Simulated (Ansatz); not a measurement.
Input

```
crystal:
  periodic: [false, false, false]
  atoms:
    - {symbol: O, position_ang: [1.322256, 1.513212, 2.178237]}
    - {symbol: Si, position_ang: [-0.430949, -0.050087, -0.450773]}
    - {symbol: Se, position_ang: [0.629978, 0.053117, 1.718166]}
    - {symbol: H, position_ang: [0.496225, 0.968027, -1.111482]}
    - {symbol: H, position_ang: [-1.493190, 0.966101, -0.029410]}
    - {symbol: H, position_ang: [1.786913, -0.754437, 1.187902]}
basis:
  gaussian: {orbitals: "def2-TZVPPD.json"}
total_charge: -1
hamiltonian: {xc: pbe0, dispersion: d4}
output: {orbitals: {seedname: orbitals}}
```

Launched as:

```sh
ansatz run in.yaml --threads 2 --pin off --events-out ev --progress --plain --max-ram 4352MiB
```

Geometry: PBE0-D4/def2-TZVPD.

Theory: RKS PBE0-D4/def2-TZVPPD (Ansatz 0.2.0).

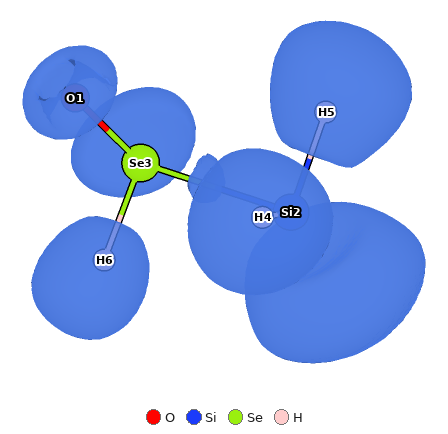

H₃OSeSi (charge −1). Isosurface of the electron localisation function at 0.85 (blue), seen at a tilt. Core shells and regions of very low density are left out.

Describe the localisation domains.

At this value the surface marks out one region between bonded Se–Si atoms (shared pairs), three regions around hydrogen nuclei, one lobe on Se, pointing away from the bonds (lone pairs), one lobe on Si, pointing away from the bonds (lone pairs) and one region wrapped around O (its lone pairs, merged into a ring or cap). Along the contacts the grid gives the following. Se–O (1.68 Å): the ELF peaks at about 0.75 in the valence shell of O, 0.6 Å from its nucleus, and is about 0.50 at the midpoint. Si–Se (2.42 Å): the ELF peaks at about 0.90 between the atoms: localised, covalent bonding.
